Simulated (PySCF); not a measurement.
Molecule: SMILES F[Si](O[SiH2]OB(O)O)(F)F (H4BF3O4Si2). Atoms near the plane z = 0.6 Å, at the CAM-B3LYP/def2-SVP optimised geometry (x, y, z in Å): Si1 (0.3, -1.6, 0.0), F3 (-0.2, -2.4, 1.3), F4 (1.9, -1.6, 0.0), O5 (-0.3, -0.1, 0.0), Si6 (-0.5, 1.4, 0.7), H11 (-1.9, 1.6, 1.0), H12 (0.0, 2.4, -0.2).

Calculation: CAM-B3LYP/def2-TZVP (PySCF). Cells within 0.4 Å of a nucleus heavier than hydrogen are left out (blank, or x). The values are rescaled to run from 0 to 1.

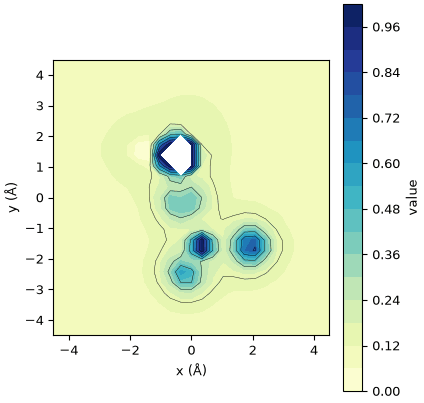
Fig. 1. a field on the plane z = 0.6 Å.

Q: Which quantity is mapped?
A) electrostatic potential
B) log10 of the electron density
C) deformation density (molecule minus spherical neutral atoms)
D) Laplacian of the electron density

A: D, Laplacian of the electron density. In full: Laplacian of the electron density (e/bohr⁵), clipped to [-1.50, 1.50].
